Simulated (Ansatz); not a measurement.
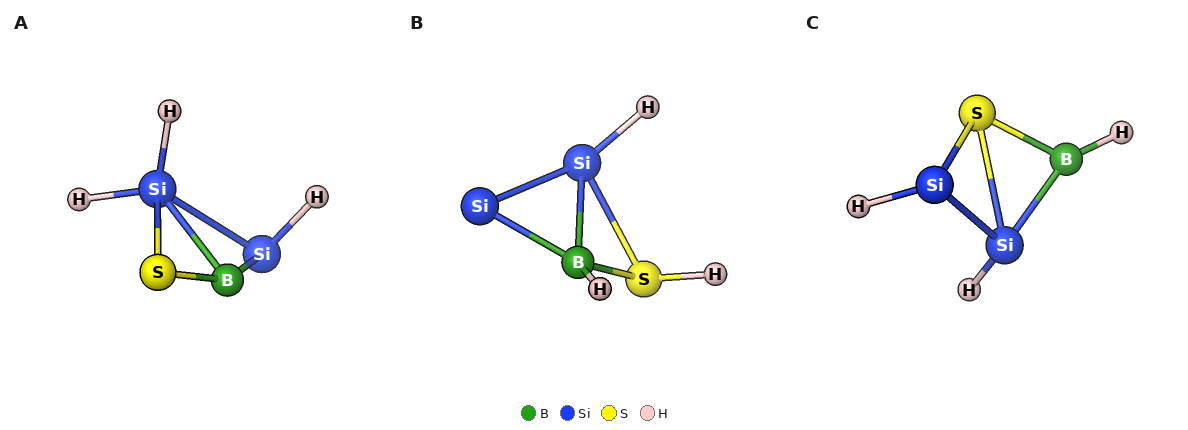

3 stationary structures of one formula. Geometries: PBE-D4/def2-SVP. Electronic energies: PBE-D4/def2-SVP (Ansatz 0.2.0), without zero-point energy. No frequency run is at hand to confirm each as a minimum. Each is one conformer, not always the lowest.

Which is lowest in energy, and by how much?

Answer. A is lowest (C1); C lies 0.353 eV above it (C1), B lies 0.704 eV above it (C1).
